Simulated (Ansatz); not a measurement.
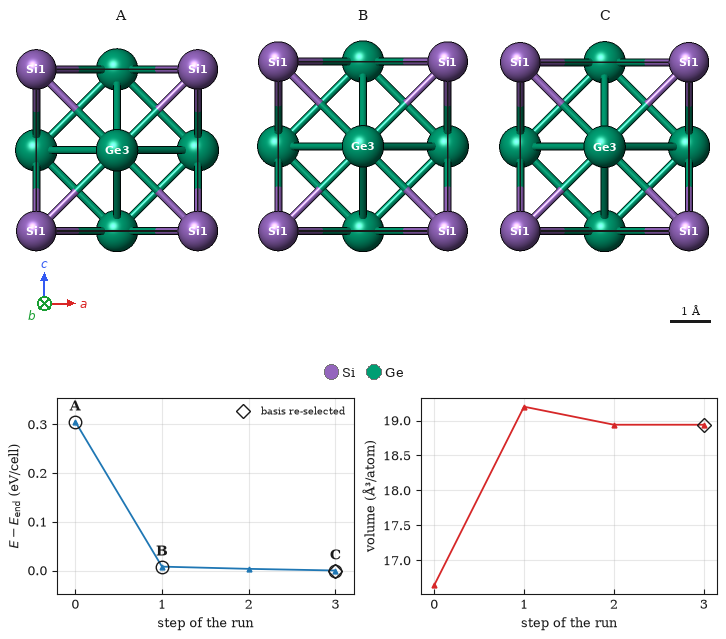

Frames of a relaxation of solid SiGe3 (built on the Cu3Au (L1_2)_221 type) (coarse preliminary run), marked on the history of the run. A ball-and-stick model of the cell of the calculation, seen along the b axis.

Case: Cu3Au (L1_2) type (Pm-3m, No. 221).

The calculation used DFT PBE, scalar-relativistic, plane waves, PAW in Ansatz.

Input
```yaml
crystal:
  lattice:
    - [4.0528818138, 0.0, 0.0]
    - [0.0, 4.0528818138, 0.0]
    - [0.0, 0.0, 4.0528818138]
  atoms:
    - { symbol: Si, position: [0.0, 0.0, 0.0] }
    - { symbol: Ge, position: [0.0, 0.5, 0.5] }
    - { symbol: Ge, position: [0.5, 0.0, 0.5] }
    - { symbol: Ge, position: [0.5, 0.5, 0.0] }
basis:
  ecutwfc: 420
kpoints:
  mp_grid: { grid: [4, 4, 4] }
hamiltonian:
  xc: pbe
scf:
  occupations: { method: gaussian, width: 0.1 }
  lower_state_search: "off"
output:
  forces: true
  stress: true
  eigenvalues: true
relax:
  adjacent_minimum: "off"
  f_tol: 0.04
  max_steps: 70
  cell: { stress_tol: 0.4 }
```

Run as
```bash
ansatz run input.yaml --threads 1 --pin off --max-ram 2560MiB --backend cpu --events-out ev --progress --plain --runs-dir out
```

Describe the path.

After 2 accepted moves (3 points after the start) the energy has fallen by 0.306 eV per cell of the calculation. All forces vanish by symmetry, so only the cell relaxes. The pressure goes from 11.85 to −0.11 GPa. The SCF was repeated once at an unchanged geometry on a basis and grid sized afresh for the cell, which shifted the energy by 3.4 meV per cell of the calculation at most. No atom moves by more than 0.005 Å relative to the cell. The drawn cell changes as follows: a = b = c 4.053 → 4.231 Å (+4.4 %); the volume changes by +13.8 %. Among the contacts that change: Si1–Ge2 2.866 → 2.992 Å, Ge2–Ge3 2.866 → 2.992 Å. The space group stays Pm-3m (No. 221). From step 0 to 1: volume +15.3 %, energy −0.298 eV per cell of the calculation. From step 1 to 3: volume −1.3 %, energy −7.9 meV per cell of the calculation.

```
step  E − E(0), meV/atom  pressure, GPa  volume, Å³/atom                      note
   0                0.00          11.85           16.643                          
   1              -74.47          -1.15           19.198                          
   2              -75.61          -0.18           18.940                          
   3              -76.46          -0.11           18.940  same geometry, new basis
```

Limits of the set-up: the k-point mesh is coarse for a cell with partly filled bands.
